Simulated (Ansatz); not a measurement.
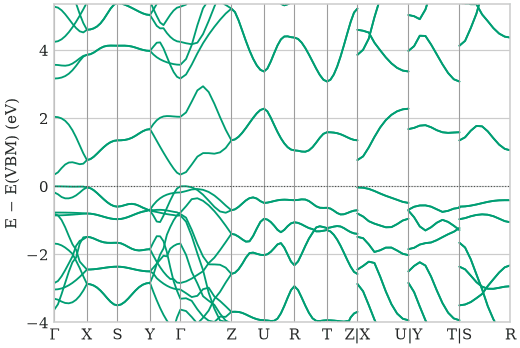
*Band structure from DFT-PBE in the program Ansatz with PAW potentials*

Read off the gap and where the band edges lie.

About 0.3 eV (0.34 eV by a search for the band edges); maximum on the Γ–Z line, 9 % of the way from Γ, minimum at Γ.

The material is SnS$_{2}$ in space group Pnnm (No. 58; Sn on 2a, S on 4g).

A made-up cell: these elements were put on the sites of a structure type; neither database checked (COD, Materials Project) lists it. It is not the phase usual at ambient conditions (space group No. 164). The cell was relaxed with PBE under the symmetry of its start; whether a distortion lowers the energy is not shown. Scalar-relativistic: spin–orbit coupling is off unless named, which matters more the heavier the elements.

Potentials: the later of the program's two PAW sets.
